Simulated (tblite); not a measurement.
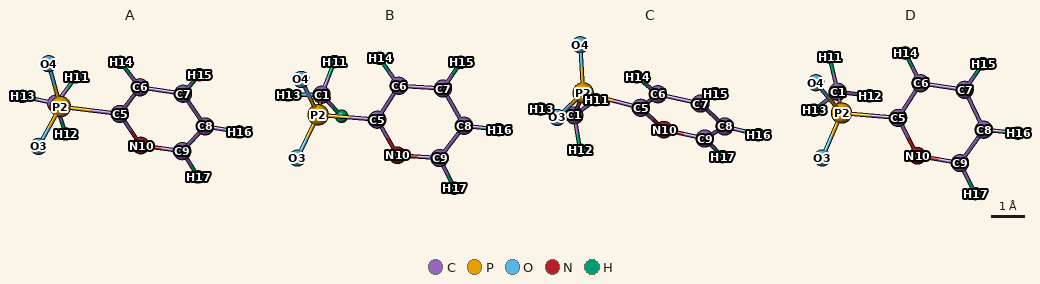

4 geometries from one relaxation of C6H7NO2P (charge −1), in shuffled order. The picture is a ball-and-stick view, seen at a tilt.

Level of theory: GFN2-xTB geometry optimisation, gas phase in tblite. 

### Order the frames from highest to lowest energy.

D, B, A, C. They are steps 0, 50, 93, 148, at +1.307 eV, +0.138 eV, +0.079 eV relative to the last. After 148 geometry steps the energy has fallen by 1.307 eV. The largest move after the best rigid fit is that of H12, 1.96 Å. By element the largest moves are H 1.96 Å, O 1.83 Å, N 1.11 Å, C 1.00 Å, P 0.62 Å. Near-neighbour distances that change, for instance: P2–O4 1.671 → 1.492 Å, P2–C5 1.791 → 1.853 Å, C1–P2 1.800 → 1.854 Å, C1–H11 1.108 → 1.086 Å. Among the angles between lasting bonds that change: O3–P2–O4 108.2° → 118.7°, C8–C9–N10 117.0° → 124.2°, N10–C9–H17 122.3° → 115.4°. Groups turn about P2–C5 by about 90°, C1–P2 by about 40°. Cost: 0.93 s on 1 thread of Arm Neoverse V2, with other jobs on the host.
